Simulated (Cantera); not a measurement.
A closed system holds: 1 mol Al(CH3)3, 0.91 mol NH3, 420 mol N2, held at 13300 Pa.

Method: chemical equilibrium by Gibbs-energy minimisation in Cantera with the NASA 1993 tables (ideal gas, pure condensed phases). Candidate condensed phases: Al, AlN, C, C6H6, C7H8, C8H18; 97 gas species. The feed counts by its element totals alone. Rates play no part.

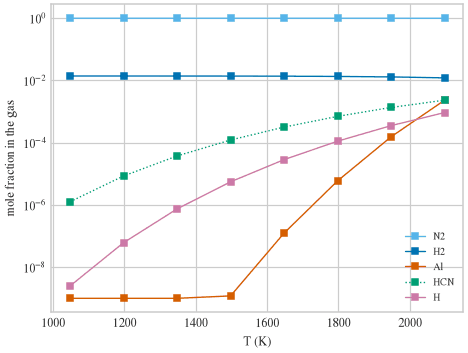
Figure. Equilibrium gas composition (values under 1e-9 drawn at 1e-9)

**Question.** Read off the mole fractions at 1198 K.

**Answer.** N2 about 0.99, H2 about 0.014, HCN about 8.5e-6, H about 6.1e-8.
